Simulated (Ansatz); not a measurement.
**WC: pressure series**

The reference is WC (space group P-6m2, No. 187; a = 2.898 Å, c = 2.828 Å).

Cell and atoms are relaxed at each pressure.

Level of theory: PBEsol, PAW, 420 eV (Ansatz, a quantum-chemistry and plane-wave program; no spin-orbit coupling).

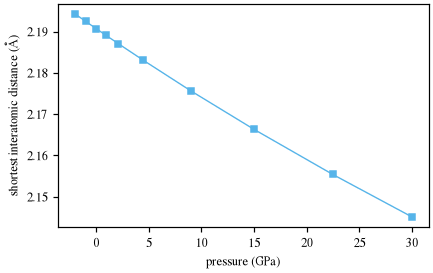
Figure: Shortest interatomic distance against pressure

```
pressure (GPa)  shortest interatomic distance
--------------  -----------------------------
-2                                    2.194 Å
-1                                    2.193 Å
0.9                                   2.189 Å
2.1                                   2.187 Å
4.5                                   2.183 Å
9                                     2.176 Å
15                                    2.166 Å
22.5                                  2.155 Å
30                                    2.145 Å
```

Load acts through the strain it causes; cell and atoms are relaxed under it. Whether these cells are dynamically stable was not tested. No other phases were tried under pressure. The final runs are not spin-polarised.
